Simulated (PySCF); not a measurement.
## Co³⁺: atomic calculation

System: Co³⁺, configuration 1s2 2s2 2p6 3s2 3p6 3d6, multiplicity 5.
Method: unrestricted BP86, aug-cc-pVDZ-DK, non-relativistic, point nucleus (PySCF).

### The input
```python
from pyscf import gto, scf, dft, mp, cc
import basis_set_exchange as bse
mol = gto.M(atom="Co 0 0 0", charge=3, spin=4, symmetry="D2h",
            basis=gto.basis.parse(bse.get_basis("aug-cc-pVDZ-DK", elements=["Co"], fmt="nwchem", header=False)))
mf = dft.UKS(mol, xc="B88,P86")
mf.irrep_nelec = {'Ag': (5, 3), 'B1g': (1, 1), 'B2g': (1, 0), 'B3g': (1, 0), 'B1u': (2, 2), 'B2u': (2, 2), 'B3u': (2, 2)}
mf.kernel()
```

The script is an equivalent of what the driver set up; the driver started from orbitals of its own, so the log can be shorter than this script's would be, and it computed the properties (radii, ⟨L²⟩, response) afterwards. It held the occupations shell by shell, which the script's counts by irreducible representation don't always enforce.

Hardware: 1 thread of Arm Neoverse N1, 77 GiB of memory available, shared host.

Launched within a batch (the task file carries these settings):
```bash
OMP_NUM_THREADS=1 python <driver script> TASK.json OUT
```

### Output (extracts)
```
damping factor = 0
level_shift factor = 0
DIIS = <class 'pyscf.scf.diis.CDIIS'>
diis_start_cycle = 1
diis_space = 10
diis_damp = 0
SCF conv_tol = 1e-09
SCF conv_tol_grad = None
number electrons alpha = 14  beta = 10
XC functionals = B88,P86
    A. D. Becke.,  Phys. Rev. A 38, 3098 (1988)
    J. P. Perdew.,  Phys. Rev. B 33, 8822 (1986)
cycle= 1 E= -1375.64735217349  delta_E= -0.004  |g|= 0.0562  |ddm|= 0.201
cycle= 2 E= -1375.64730627531  delta_E= 4.59e-05  |g|= 0.0574  |ddm|= 0.186
cycle= 3 E= -1375.64798837058  delta_E= -0.000682  |g|= 0.000834  |ddm|= 0.0936
cycle= 4 E= -1375.6479885178  delta_E= -1.47e-07  |g|= 5.16e-05  |ddm|= 0.00161
cycle= 5 E= -1375.64798851866  delta_E= -8.63e-10  |g|= 2.91e-06  |ddm|= 0.000151
converged SCF energy = -1375.64798851866  <S^2> = 6.000731  2S+1 = 5.0002924
```

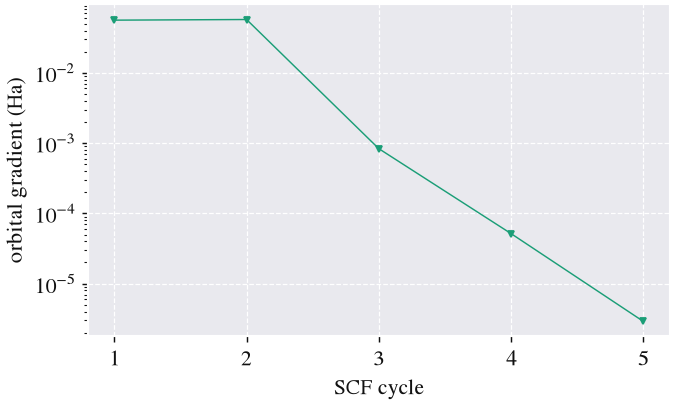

**Figure 1.** Convergence: orbital gradient against the SCF cycle. The residual falls almost steadily, with no more than small rises or pauses. It goes from 0.056 to 2.9×10⁻⁶ in 5 steps.

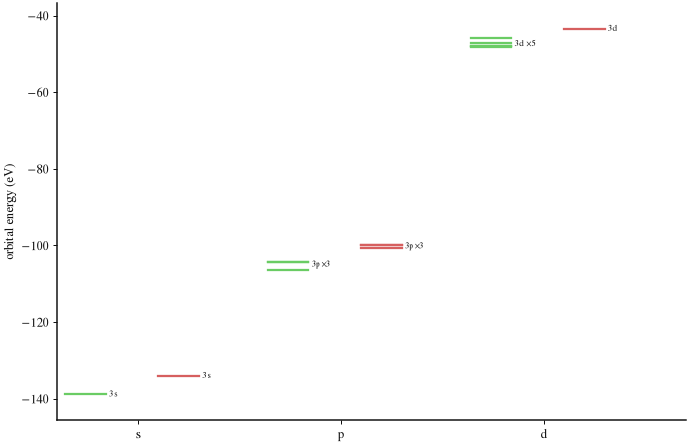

**Figure 2.** Orbital energies of the mean field, from the top down to −138.9 eV, by angular momentum, α spin at the left of each column and β at the right; ×n counts the orbitals under one label. The highest filled orbital is 3d β at −43.5 eV, the lowest empty one d β at −43.3 eV.

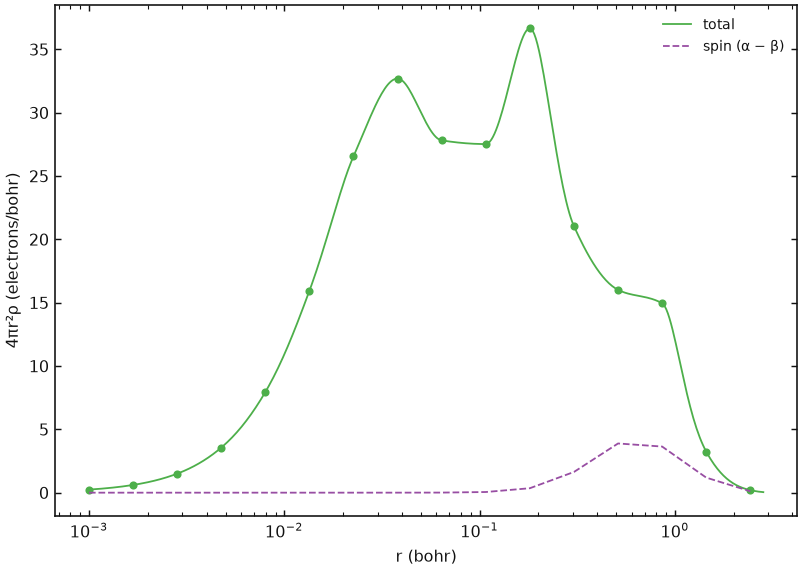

**Figure 3.** Spherically averaged radial density 4πr²ρ of the mean field and its spin part; markers are the stored points, which are sparse, and the line is a monotone interpolation between them. The largest stored value is 36.7 electrons/bohr at r = 0.18 bohr. Root-mean-square radii of the shells: 1s 0.0663, 2p 0.250, 2s 0.283, 3s 0.841, 3p 0.879, 3d 1.05 bohr.

### Outcome

```tsv
quantity	value
outcome	converged
total energy	−1375.6480 hartree
kinetic energy	1449.7524 hartree
⟨S²⟩	6.001
⟨L²⟩	6.00
SCF iterations	5
wall time	1.4 s
```

### What is odd here

This input holds a deliberate oddity: basis contracted for another Hamiltonian. The program ran to the end. Its numbers are those of this setting; this run alone doesn't show how far the oddity moves them.
